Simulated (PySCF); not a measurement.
## Electronic structure of C2H7OP2Si2 (SMILES [CH2]C(=O)[SiH]1P[SiH2]P1) (doublet) in real space

```xyz
14

C     2.4707    0.8832    0.1096
C     1.2252    0.5177   -0.2245
O     0.3765    0.8434   -1.0601
Si    0.4641   -1.0304    0.7737
P    -0.9665    0.1556    2.0951
Si   -2.1940    0.1464    0.1741
P    -0.9746   -1.4506   -0.9011
H     2.9564    0.5070    0.9885
H     3.0602    1.4676   -0.5778
H     1.3299   -1.9770    1.4818
H    -0.3760    1.3986    1.9585
H    -3.5294   -0.3502    0.5223
H    -2.2409    1.4118   -0.5414
H    -1.6023   -2.5236   -0.2608
```

Geometry: GFN2-xTB.

These are results of UKS B3LYP, pcH-1 on C H O P Si, non-relativistic, mean-field spin-orbit, GIAO in PySCF, not measurements.

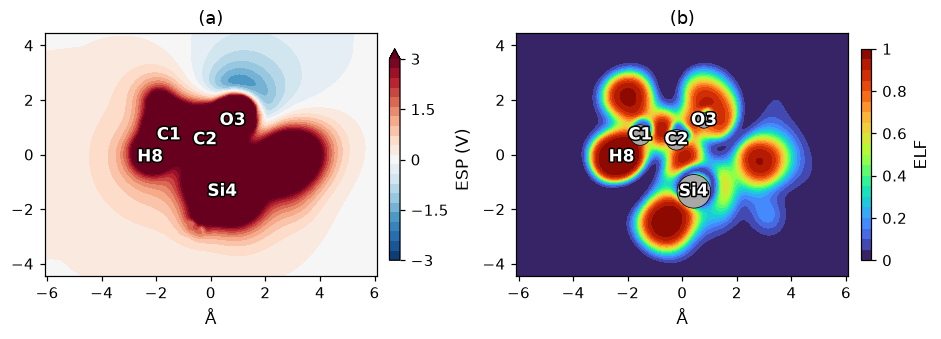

Figure 1. (a) electrostatic potential; (b) ELF on the plane of atoms C1, C2 and Si4. Grey discs cover the atomic cores in the ELF map.

Describe what can be read from this map.

- The plane passes through C, O, Si and H nuclei.
- C–O (1.23 Å): the ELF peaks at about 0.85 between the atoms (a short, strongly polar bond).
- C–C (1.34 Å): the ELF peaks at about 0.90 between the atoms; a multiple bond.
- C–Si (1.99 Å): the ELF peaks at about 0.95 between the atoms; a covalent bond.
- C–H (1.07 Å): the ELF is about 1 at the midpoint (a covalent bond by its length).
- The ELF also peaks beside O3, away from the bonds: non-bonding electrons, paired or unpaired.
- Outside the dense part of the molecule the potential is most negative (−1.8 V) near O3.

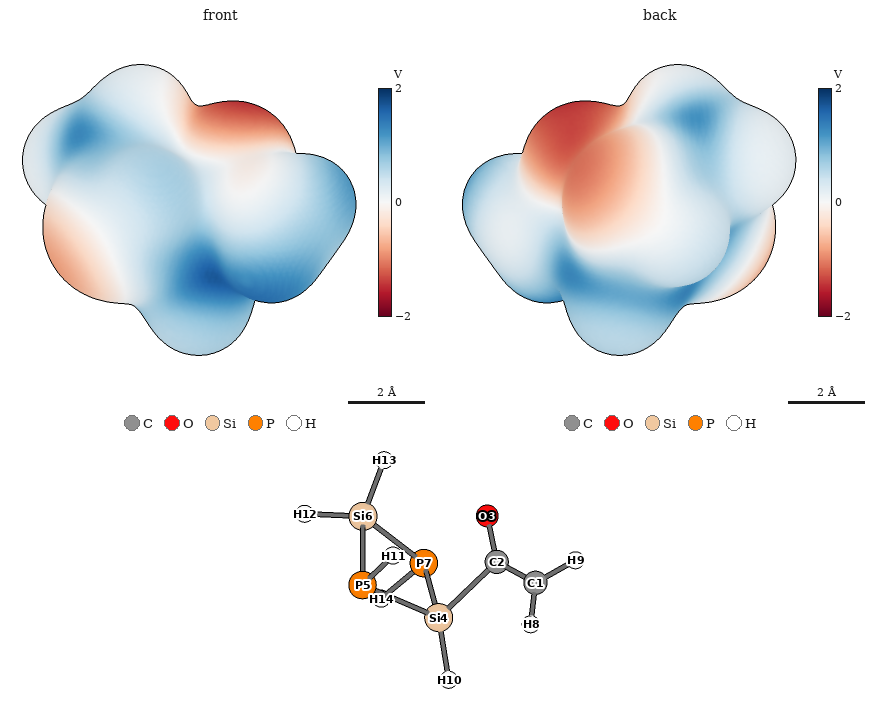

Figure 2. The electrostatic potential painted on the density surface at 0.002 e/bohr³, seen from the front and from behind; the colour scale runs from red (negative) to blue (positive). The bare structure is drawn below in the same view.

Which sites attract a positive test charge, and which a negative one?

A positive charge is drawn to the negative regions and a negative charge to the positive ones. The most negative region (about −1.4 V) lies over O3, the most positive (about +1.6 V) over Si4. O3 is the likeliest acceptor of a hydrogen bond.
